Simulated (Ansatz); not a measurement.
# CaTiSe3 (model cell, started as cubic perovskite with Ti in the octahedra): a soft mode frozen in

Wanted: the energy along a soft mode of CaTiSe3 (model cell, started as cubic perovskite with Ti in the octahedra) and the structure at the end.

Program: Ansatz 0.2.0. Level of theory: DFT PBEsol, scalar-relativistic, plane waves, PAW; PAW set soft_1. Results are calculated unless marked as measured.

The structure was built from a prototype and need not be the compound's stable phase.

## Step 1: Set-up

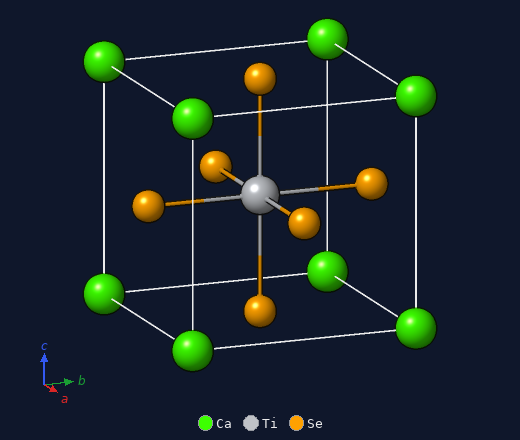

The cell as given, slightly off an axis (calcium green, titanium light grey, selenium orange). Some periodic images of atoms are drawn too.

## Step 2: The dispersion

The cell comes from relaxations at this level that are not shown. Stability and thermal properties need the whole zone. Linear response on a 2×2×2 q mesh gives force constants as far as a supercell of that size would.

Contents of input.yaml:

```yaml
crystal:
  lattice:
    - [4.9205037157, 0.0, 0.0]
    - [0.0, 4.9205037157, 0.0]
    - [0.0, 0.0, 4.9205037157]
  atoms:
    - { symbol: Ca, position: [0.0, 0.0, 0.0] }
    - { symbol: Ti, position: [0.5, 0.5, 0.5] }
    - { symbol: Se, position: [0.5, 0.5, 0.0] }
    - { symbol: Se, position: [0.5, 0.0, 0.5] }
    - { symbol: Se, position: [0.0, 0.5, 0.5] }
kpoints:
  mp_grid: { grid: [8, 8, 8] }
hamiltonian:
  xc: pbesol
  pseudopotentials: { kind: paw, azcp: { folder: soft_1 }, xc_functional: pbe }
scf:
  occupations: { method: methfessel_paxton, width: 0.2 }
output:
  eigenvalues: true
phonons:
  method: dfpt
  qmesh: [2, 2, 2]
  temperatures: { t_max: 1000, t_step: 50 }
  qpath:
    path:
      - [[0.0, 0.0, 0.0], [0.0, 0.5, 0.0], [0.5, 0.5, 0.0], [0.0, 0.0, 0.0], [0.5, 0.5, 0.5], [0.0, 0.5, 0.0]]
      - [[0.5, 0.5, 0.5], [0.5, 0.5, 0.0]]
    npoints: 10
```

On the command line:

```
ansatz run input.yaml --threads 4 --pin off --max-ram 16384MiB --backend cpu --events-out ev --progress --plain --runs-dir out
```

Numbers of over 12 decimals in the logs are rounded to 6 here.

Log:

```text
Engine: ansatz 0.2.0, aarch64-unknown-linux-gnu
Pseudopotentials: kind: paw
Pseudopotential: Ca, paw, valence charge 10, recommended cutoff 420 eV (normal), soft_1/Ca.paw.azcp
Pseudopotential: Ti, paw, valence charge 12, recommended cutoff 420 eV (normal), soft_1/Ti.paw.azcp
Pseudopotential: Se, paw, valence charge 16, recommended cutoff 420 eV (normal), soft_1/Se.paw.azcp
Functional definition: PBEsol
  exchange = pbesol_x
  correlation = pbesol_c
Crystal: 5 atoms, lattice volume = 119.132 Å³
Basis set: ecut = 420 eV, 2325 PW (Γ), exchange–correlation on 72×72×72 points (8 copies of the dense FFT grid, shifted against one another)
Bands: 42, of which v1, the nominal top of the filled ones, is band 35 counted from 1 (34 counted from 0)
Symmetry: 48 space group operations
k-points: 35 of 512
Non-local potential: Ca, projectors of the file, l = 0: 3, l = 1: 2, l = 2: 2
Non-local potential: Ti, projectors of the file, l = 0: 3, l = 1: 2, l = 2: 3, l = 3: 1
Non-local potential: Se, projectors of the file, l = 0: 2, l = 1: 2, l = 2: 3, l = 3: 1
PAW form: soft (Blöchl's): semilocal exchange-correlation on the pseudo side does not see the compensation charge
PAW frozen core: Ca, regenerated for the run's functional, and the local potential with it (the file was generated under x = pbe(κ = 0.804, μ = 0.219515), c = pbe(β = 0.066725))
PAW frozen core: Ti, regenerated for the run's functional, and the local potential with it (the file was generated under x = pbe(κ = 0.804, μ = 0.219515), c = pbe(β = 0.066725))
PAW frozen core: Se, regenerated for the run's functional, and the local potential with it (the file was generated under x = pbe(κ = 0.804, μ = 0.219515), c = pbe(β = 0.066725))
PAW one-centre angular grid: Ca, 110 points (default); XC on 64 Gauss nodes
PAW one-centre angular grid: Ti, 590 points (default); XC on 64 Gauss nodes
PAW one-centre angular grid: Se, 590 points (default); XC on 64 Gauss nodes
Initial density: superposition of atomic densities (chi_scale 0.1, normalization cell, long waves kept (reshape's long-wave potential 0.00 eV rms))
Initial wavefunctions: pseudopotential atomic-orbital guess
Functional: x = pbesol(κ = 0.804, μ = 0.123457), c = pbesol(β = 0.046)
SCF iter   1: F=—  HF=-20548.852569 eV  |F-HF|=—  |Δ(HF+E_count)|=         —  Δρ=1.06e-1  dr2=2.61e1  ethr=3.10e-3  ⟨swp⟩=6.9  Hψ=5603  notcnv=0
preconditioner: auto → Kerker (q_TF=auto, 2.497 Å⁻¹)  [metal: Δε(μ)=0.059 eV  Ē_g=6.186 eV  σ=0.200 eV  W_gap=0.25  n_scr=26 (ndim 8)  ℏωp=16.7 eV  f_vac=0.000  D(μ)=3.87/eV (n_scr^D=26)]
SCF iter   2: F=—  HF=-20546.801212 eV  |F-HF|=—  |Δ(HF+E_count)|=    2.05e0  S|Δr|=    0.00e0  Δρ=5.34e-2  dr2=7.10e0  ethr=3.10e-3  ⟨swp⟩=3.0  Hψ=2600  notcnv=0  defer=3
SCF iter   3: F=—  HF=-20546.045561 eV  |F-HF|=—  |Δ(HF+E_count)|=   7.56e-1  S|Δr|=    0.00e0  Δρ=8.66e-3  dr2=1.38e-1  ethr=3.10e-3  ⟨swp⟩=3.3  Hψ=2263  notcnv=0  defer=3
SCF iter   4: F=—  HF=-20546.032940 eV  |F-HF|=—  |Δ(HF+E_count)|=   1.26e-2  S|Δr|=    0.00e0  Δρ=3.33e-3  dr2=1.63e-2  ethr=1.97e-4  ⟨swp⟩=2.1  Hψ=3061  notcnv=0  defer=14
SCF iter   5: F=—  HF=-20546.032086 eV  |F-HF|=—  |Δ(HF+E_count)|=   8.54e-4  S|Δr|=    0.00e0  Δρ=1.18e-3  dr2=2.32e-3  ethr=2.33e-5  ⟨swp⟩=2.0  Hψ=2632  notcnv=0  defer=14
SCF iter   6: F=—  HF=-20546.032170 eV  |F-HF|=—  |Δ(HF+E_count)|=   8.40e-5  S|Δr|=    0.00e0  Δρ=5.09e-4  dr2=4.70e-4  ethr=3.31e-6  ⟨swp⟩=2.0  Hψ=2101  notcnv=0  defer=14
SCF iter   7: F=—  HF=-20546.032246 eV  |F-HF|=—  |Δ(HF+E_count)|=   7.62e-5  S|Δr|=    0.00e0  Δρ=1.29e-4  dr2=4.01e-5  ethr=6.71e-7  ⟨swp⟩=2.0  Hψ=1863  notcnv=0  defer=14
SCF iter   8: F=—  HF=-20546.032248 eV  |F-HF|=—  |Δ(HF+E_count)|=   1.76e-6  S|Δr|=    0.00e0  Δρ=5.23e-5  dr2=6.04e-6  ethr=5.72e-8  ⟨swp⟩=2.1  Hψ=1721  notcnv=0  defer=14
SCF iter   9: F=—  HF=-20546.032245 eV  |F-HF|=—  |Δ(HF+E_count)|=   2.54e-6  S|Δr|=    0.00e0  Δρ=1.09e-5  dr2=2.75e-7  ethr=8.62e-9  ⟨swp⟩=2.0  Hψ=2039  notcnv=0  defer=14
SCF iter  10: F=—  HF=-20546.032245 eV  |F-HF|=—  |Δ(HF+E_count)|=   3.96e-8  S|Δr|=    0.00e0  Δρ=3.44e-6  dr2=2.47e-8  ethr=3.92e-10  ⟨swp⟩=2.0  Hψ=2628  notcnv=0  defer=16
SCF iter  11: F=—  HF=-20546.032245 eV  |F-HF|=—  |Δ(HF+E_count)|=   2.06e-9  S|Δr|=    0.00e0  Δρ=1.04e-6  dr2=2.67e-9  ethr=3.52e-11  ⟨swp⟩=3.0  Hψ=2775  notcnv=0  defer=16
SCF iter  12: F=—  HF=-20546.032245 eV  |F-HF|=—  |Δ(HF+E_count)|=  8.73e-11  S|Δr|=    0.00e0  Δρ=3.13e-7  dr2=1.60e-10  ethr=3.81e-12  ⟨swp⟩=2.1  Hψ=1815  notcnv=0  defer=16
SCF iter  13: F=—  HF=-20546.032245 eV  |F-HF|=—  |Δ(HF+E_count)|=  3.27e-11  S|Δr|=    0.00e0  Δρ=1.08e-7  dr2=1.84e-11  ethr=1.00e-12  ⟨swp⟩=1.2  Hψ=1515  notcnv=0  defer=16
SCF iter  14: F=-20546.032245 eV  HF=-20546.032245 eV  |F-HF|=3.64e-12  |Δ(HF+E_count)|=  7.28e-12  S|Δr|=    0.00e0  Δρ=1.85e-8  dr2=4.29e-13  ethr=1.00e-12  ⟨swp⟩=8.8  Hψ=7305  notcnv=0
SCF 1 converged in 14 iterations: F = -20546.032245 eV  dr2 = 4.29e-13
  greatest PAW one-centre occupation: 1.000 electrons in one spin orbital (limit 2), on the Se atom at site 3 (counted from 0), in its partial waves of l = 2
Initial density: read from a saved state, or passed on in memory by an earlier SCF of this step, an earlier step, the calling program or the single point that the run made first
iter 1 solved again at ethr=1.80e-7 eV; its pass at ethr=3.10e-3 eV (dr2=1.26e-4 eV) is discarded
SCF iter   1: F=—  HF=-20546.032246 eV  |F-HF|=—  |Δ(HF+E_count)|=         —  Δρ=2.69e-7  dr2=4.54e-11  ethr=1.80e-7  ⟨swp⟩=3.2  Hψ=9330  notcnv=0
eigensolver tolerance schedule: the retry pair's looser diagonalisation over-reported the residual by 2773667.85 of it (diagonalisation noise at an unbounded share of the residual, at the tolerance the schedule requests for it); recorded, not acted on — ethr = c·dr2/N_el stays at c = 1.0e-1
preconditioner: auto → LDOS  [metal: Δε(μ)=0.102 eV  Ē_g=7.233 eV  σ=0.200 eV  W_gap=0.41  n_scr=26 (ndim 8)  ℏωp=16.7 eV  f_vac=0.012  D(μ)=2.28/eV (n_scr^D=18)  β→1.0]
SCF iter   2: F=—  HF=-20546.032245 eV  |F-HF|=—  |Δ(HF+E_count)|=   9.21e-7  S|Δr|=    0.00e0  Δρ=3.41e-7  dr2=8.90e-11  ethr=1.00e-12  ⟨swp⟩=3.7  Hψ=4156  notcnv=0
SCF iter   3: F=—  HF=-20546.032245 eV  |F-HF|=—  |Δ(HF+E_count)|=  5.09e-11  S|Δr|=    0.00e0  Δρ=1.56e-7  dr2=1.55e-11  ethr=1.00e-12  ⟨swp⟩=1.0  Hψ=1470  notcnv=0
SCF iter   4: F=-20546.032245 eV  HF=-20546.032245 eV  |F-HF|=3.64e-12  |Δ(HF+E_count)|=  3.64e-12  S|Δr|=    0.00e0  Δρ=1.06e-7  dr2=6.72e-12  ethr=1.00e-12  ⟨swp⟩=3.3  Hψ=3224  notcnv=0
SCF 2 converged in 4 iterations: F = -20546.032245 eV  dr2 = 6.72e-12
  greatest PAW one-centre occupation: 1.000 electrons in one spin orbital (limit 2), on the Se atom at site 2 (counted from 0), in its partial waves of l = 2
phonons: the bands overlap, so this run is a metal and interpolates without the dipole-dipole term. If the crystal is really an insulator or semiconductor, its LO-TO splitting is missing
NSCF: frozen V_eff on 35 k-points
NSCF: frozen V_eff on 125 k-points
DFPT response loops at q = (0, 0, 0) (fractional): preconditioner auto → Kerker (q_TF=auto, 2.497 Å⁻¹) (partly filled bands, converged f_vac=0.012); β = 1.00, the filter's whole step (`scf.mixing.beta` (0.50) is not read by the response loops under this deck's `scf.mixing.preconditioner`; to damp them name `kerker` or `kerker_dos`, under which they read `scf.mixing.beta`, and type it under 1.00, their step now; both keys bind the ground state too); Broyden in place of MSR1
NSCF: frozen V_eff on 250 k-points
DFPT response loops at q = (0, 0, -0.5) (fractional): mixed as the last ones told, above
NSCF: frozen V_eff on 250 k-points
DFPT response loops at q = (0, -0.5, -0.5) (fractional): mixed as the last ones told, above
NSCF: frozen V_eff on 250 k-points
DFPT response loops at q = (-0.5, -0.5, -0.5) (fractional): mixed as the last ones told, above
SCF converged after 14 iterations
Stability not checked: this state was not tested for a lower state beside it, because cold or Methfessel-Paxton smearing, or corrected tetrahedra, fill the levels in a way that the test cannot read (fill_not_monotonic; see scf.lower_state_search)
Free energy (F): -20546.032245 eV
Harris-Foulkes:  -20546.032245 eV  (|F-HF|=3.64e-12)
Internal energy: -20546.032627 eV  (E = F + TS)
E sigma→0 (E₀):  -20546.032341 eV
Entropy (-TS):   0.000382 eV (0.076 meV/atom)
Fermi energy:    8.852161 eV
Step filling:    the computed levels leave a gap of 0.0225 eV = 0.1 smearing widths at the electron count; against every level under it full and every level over it empty, smearing changes F+E_penalty+E_count by +2.624 meV and its σ→0 estimate by +2.528 meV
--- Per-component energies (eV) ---
  E_band       = -1474.259303
  E_kinetic    = 867.825111
  E_local      = -10196.540249  (includes V_loc(G=0)·N_el)
  E_nonlocal   = -907.400703
  E_hartree    = 5074.779067
  E_xc         = -497.133073
  E_vxc        = -576.008444  (∫ρ·V_xc dr)
  E_paw        = -8118.587036  (= ΣΔE_a)
  E_vpaw       = -811.692027  (= ΣTr[D̂ρ^β])
  E_aug_tail   = -0.001177  (compensation charges beyond the density's cutoff)
  E_ewald      = -6772.258102
  E_core_change = 3.283534  (= ΣΔE_core)
  E_smearing   = 0.000382  (= −TS)
  E_closure    = 0.000000  (closes the sum)
  Σ components = -20546.032245   (vs F -20546.032245, Δ=0.00e0)
--- Band table (eV; the first three rows and the last of 35) ---
  k-point 0: bands = [... 31 lower, 7.4615, 8.3525, 8.3525, 8.3525, 8.4259, 8.4259, 8.4259, 9.7084, ... 3 higher]
  k-point 1: bands = [... 31 lower, 7.2760, 7.7641, 8.1581, 8.1581, 8.3670, 8.9785, 8.9785, 9.7554, ... 3 higher]
  k-point 2: bands = [... 31 lower, 6.7465, 6.9140, 8.0775, 8.0775, 8.4028, 9.6191, 9.6191, 9.8121, ... 3 higher]
  k-point 34: bands = [... 31 lower, 5.1082, 9.0991, 9.0991, 9.0991, 10.1272, 10.1605, 10.1605, 10.1605, ... 3 higher]
--- Phonons (Γ-DFPT): 4 representative perturbations + reference (Σ response iterations 13) ---
  ASR residual: 3.054e-5 → 0.000e0 eV/Å²; symmetrization residual: 1.033e-5 eV/Å²
  ASR residual per site (eV/Å²): 3.05e-5 1.55e-5 7.94e-6 7.94e-6 7.94e-6
  Γ frequencies (cm⁻¹): -96.72 -96.72 -96.72 -57.43 -57.43 -57.43 -45.76 -45.76 -45.76 0.00 0.00 0.00 260.03 260.03 260.03
--- Phonons (arbitrary-q DFPT): 4 irreducible q on the 2×2×2 mesh ---
  q = [0.0000, 0.0000, 0.0000] (star 1, of the zone-centre solve; hermiticity 1.66e-6, symmetrization 6.13e-12): -96.72 -96.72 -96.72 -57.43 -57.43 -57.43 -45.76 -45.76 -45.76 -0.00 -0.00 0.00 260.03 260.03 260.03
  q = [0.0000, 0.0000, -0.5000] (star 3, 9 solved perturbations in 975 linear systems a pass and spin channel, the states on 125 of 512 k-point pairs; hermiticity 9.67e-7, symmetrization 2.54e-12): -87.32 -87.32 -54.95 -54.95 -45.02 -40.60 -40.60 -9.67 69.94 69.94 81.86 240.64 248.51 258.63 258.63
  q = [0.0000, -0.5000, -0.5000] (star 3, 9 solved perturbations in 975 linear systems a pass and spin channel, the states on 125 of 512 k-point pairs; hermiticity 1.08e-6, symmetrization 5.55e-13): -101.09 -91.02 -91.02 -68.10 -61.60 62.17 62.17 63.80 63.80 120.44 143.41 243.41 243.41 257.97 265.16
  q = [-0.5000, -0.5000, -0.5000] (star 1, 4 solved perturbations in 350 linear systems a pass and spin channel, the states on 125 of 512 k-point pairs; hermiticity 2.67e-7, symmetrization 2.92e-12): -103.76 -103.76 -103.76 -88.73 -88.73 -88.73 73.10 73.10 115.40 115.40 115.40 243.57 243.57 243.57 279.80
  sum rule: each row above includes the acoustic sum rule's correction from the zone centre's row sums; it moved no ω² by more than (0.46 cm⁻¹)²
  mesh force constants: q→R imaginary residual 4.11e-18; ASR residual 3.054e-5 → 0.000e0 eV/Å²; symmetrization residual 8.882e-15 eV/Å²
  interpolated dispersion: 62 rows × 15 modes
  density of states and harmonic sums: on the 14×14×14 q-mesh, interpolated from the force constants of a 2×2×2 supercell (no non-analytic term)
  largest difference from the sums on the solved wave vectors: F 2.33e-1 eV, S 3.19e-4 and C_V 8.71e-5 eV/K
  zero-point energy: 0.084999 eV/cell   skipped modes (ω ≤ 0): 749, of them read as no rigid motion or as one in doubt: 746 (6.116e0 modes/cell left out, lowest -103.76 cm⁻¹)   left out of the sums: 4.08e-1 of the cell's modes: C_V's classical limit lies that fraction below 3 k_B per atom; for a crystal, a wire or a layer, F and S can be off by more, and a phonons.interpolated_qmesh denser along its periods is the remedy for the sampling
```

It took 7.6 min on 4 threads of Arm Neoverse V1, shared host; peak memory 1.9 GiB.

This step gave:

- volume per atom: 23.83 Å³
- gap on the k-mesh: 0 eV
- sum-rule residual before enforcement: 3.05e-5 eV/Å²
- lowest frequency on the path: -103.8 cm⁻¹
- point group: m-3m
- highest frequency on the path or at a solved wavevector: 288.5 cm⁻¹
- highest optical mode at the zone centre (no LO-TO term): 260.0 cm⁻¹
- lowest optical zone-centre mode: -96.72 cm⁻¹
- lowest mode on the q mesh (acoustic modes at Γ apart): -103.8 cm⁻¹

Frequencies (cm⁻¹) solved at each irreducible wavevector; negative means imaginary. Frequencies by wavevector, by row:

```
q in reciprocal lattice units  star  mode 1  mode 2  mode 3  mode 4  mode 13  mode 14  mode 15
                        0 0 0     1   -96.7   -96.7   -96.7   -57.4      260      260      260
                     0 0 -0.5     3   -87.3   -87.3     -55     -55    248.5    258.6    258.6
                  0 -0.5 -0.5     3  -101.1     -91     -91   -68.1    243.4      258    265.2
               -0.5 -0.5 -0.5     1  -103.8  -103.8  -103.8   -88.7    243.6    243.6    279.8
```

Interpolated from a 2×2×2 q mesh. Phonon branches along the path, in cm⁻¹:

```
    point  branch 1  branch 2  branch 3  branch 4  branch 12  branch 13  branch 14  branch 15
        Γ       -97       -97       -97       -57          0        260        260        260
        X       -87       -87       -55       -55        241        248        259        259
        M      -101       -91       -91       -68        243        243        258        265
        Γ       -97       -97       -97       -57          0        260        260        260
        R      -104      -104      -104       -89        244        244        244        280
        X       -87       -87       -55       -55        241        248        259        259
jump to R      -104      -104      -104       -89        244        244        244        280
        M      -101       -91       -91       -68        243        243        258        265
```

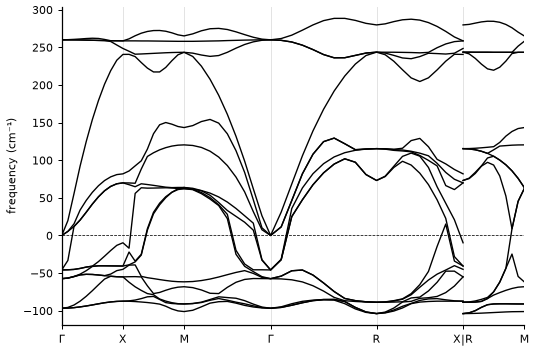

Phonon branches along the path.

Symmetry leaves 4 wavevectors to solve. The lowest mode among them, the acoustic zeros apart, lies at q = (-0.5, -0.5, -0.5) and is imaginary, 103.8i cm⁻¹, so the energy falls along it.

## Step 3: The mode frozen in, largest atomic shift 0 Å

The mode followed lies at q = (-0.5, -0.5, -0.5) with frequency 103.8i cm⁻¹ and is 3-fold degenerate, the softest among the wavevectors solved. At small amplitude the distorted cell has space group no. 74 by a symmetry search on the positions. The undistorted cell that holds it gives the zero of energy on the same k mesh.

System of this step: CaTiSe3 (model cell, started as cubic perovskite with Ti in the octahedra). The structure is cubic, space group Pm-3m (No. 221). Conventional cell: a = 4.921 Å, b = 4.921 Å, c = 4.921 Å, α = 90.00°, β = 90.00°, γ = 90.00°. Nearest to Ca lie 12 Se at 3.48 Å. Ti has 6 Se at 2.46 Å nearest. Nearest to Se lie 2 Ti at 2.46 Å and 4 Ca at 3.48 Å. Farther neighbours and most contacts between anions are not listed.

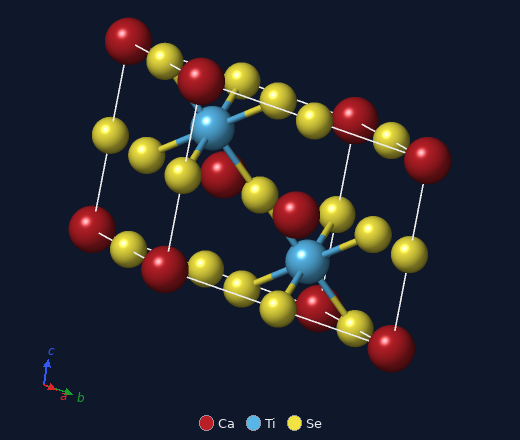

The cell of this step (calcium red, titanium blue, selenium yellow). Some periodic images of atoms are drawn too.

input.yaml, the sections that differ from step 2:

```yaml
crystal:
  lattice:
    - [4.9205037157, 4.9205037157, 0.0]
    - [4.9205037157, 0.0, 4.9205037157]
    - [4.9205037157, 0.0, -4.9205037157]
  atoms:
    - { symbol: Ca, position: [0.0, 0.0, 0.0] }
    - { symbol: Ca, position: [0.0, 0.5, 0.5] }
    - { symbol: Ti, position: [0.5, 0.25, 0.75] }
    - { symbol: Ti, position: [0.5, 0.75, 0.25] }
    - { symbol: Se, position: [0.5, 0.0, 0.0] }
    - { symbol: Se, position: [0.5, 0.5, 0.5] }
    - { symbol: Se, position: [0.0, 0.5, 0.0] }
    - { symbol: Se, position: [0.0, 0.0, 0.5] }
    - { symbol: Se, position: [0.5, 0.0, 0.5] }
    - { symbol: Se, position: [0.5, 0.5, 0.0] }
output:
  forces: true
  stress: true
  eigenvalues: true
# kpoints, hamiltonian, scf: as in step 2
# phonons: removed
```

Log:

```text
[...]
Crystal: 10 atoms, lattice volume = 238.264 Å³
Basis set: ecut = 420 eV, 4645 PW (Γ), exchange–correlation on 96×96×96 points (8 copies of the dense FFT grid, shifted against one another)
Bands: 84, of which v1, the nominal top of the filled ones, is band 70 counted from 1 (69 counted from 0)
Symmetry: 96 space group operations
[...]
k-points: 29 of 512
[...]
k-point 0: bands = [... 66 lower, 8.3867, 8.4255, 8.4255, 8.4255, 9.0907, 9.0907, 9.0907, 9.7446, ... 10 higher]
  k-point 1: bands = [... 66 lower, 8.1844, 8.7132, 8.7132, 8.7247, 8.8803, 8.8803, 9.0058, 9.9571, ... 10 higher]
  k-point 2: bands = [... 66 lower, 7.9027, 8.4321, 8.4321, 8.7789, 8.9445, 9.0674, 9.0674, 9.8854, ... 10 higher]
  k-point 28: bands = [... 66 lower, 6.9589, 6.9589, 7.9460, 7.9460, 9.5901, 9.5901, 9.9966, 9.9966, ... 10 higher]
[key lines of the parts left out:]
SCF converged after 10 iterations
Free energy (F): -41092.077784 eV
Fermi energy:    8.827462 eV
P = ⅓ Tr σ = -0.0658 GPa (-0.658 kbar)
```

Wall time 12 s (4 threads); peak memory 1 GiB.

This step gave:

```
pressure                         : -0.06582 GPa
energy from the undistorted cell : 0 meV/atom
```

The run ends at a pressure of -0.07 GPa.

[end of part 1 of 3]

[Logs are printed without paths, hosts, clocks, repeated set-up lines and the standing remarks that a program may print on its own settings, such as how far it seeks lower states.]

[Hosts, paths, dates, database ids (printed as entryN), source tags and the programs' standing remarks are cut or masked in the printed files.]
